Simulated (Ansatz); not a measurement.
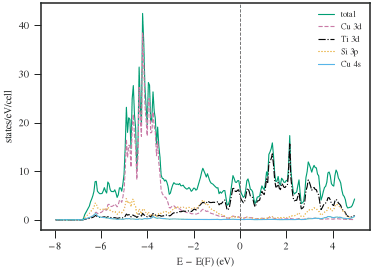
*Total and projected density of states of TiCuSi in space group Pnma (No. 62; Ti on 4c, Si on 4c, Cu on 4c), r²SCAN (plane waves, PAW; program Ansatz)*

### Question
Which orbitals carry the states next to the Fermi level?

### Answer
Within 0.5 eV of the Fermi level: Ti 3d 75 %, Cu 3d 8 %, Si 3p 7 %, outside the projected shells 7 %. Projections are on Löwdin-orthogonalised atomic valence shells; empty p or d shells of many metals are not among them.

### Question
Where is the tallest occupied peak in this window, and what makes it?

### Answer
Near -4.2 eV, about 42 states/eV per cell; the largest projected share is Cu 3d.

The first step of the workflow began from a Materials Project structure, measured or hypothetical; the Crystallography Open Database copy checked does not list it. Whether it is the stable phase at ambient conditions was not checked. The cell was relaxed with r²SCAN under the symmetry of its start; its stability against distortions is not shown here. No spin polarisation was allowed.

Potentials: the later of the program's two PAW sets.
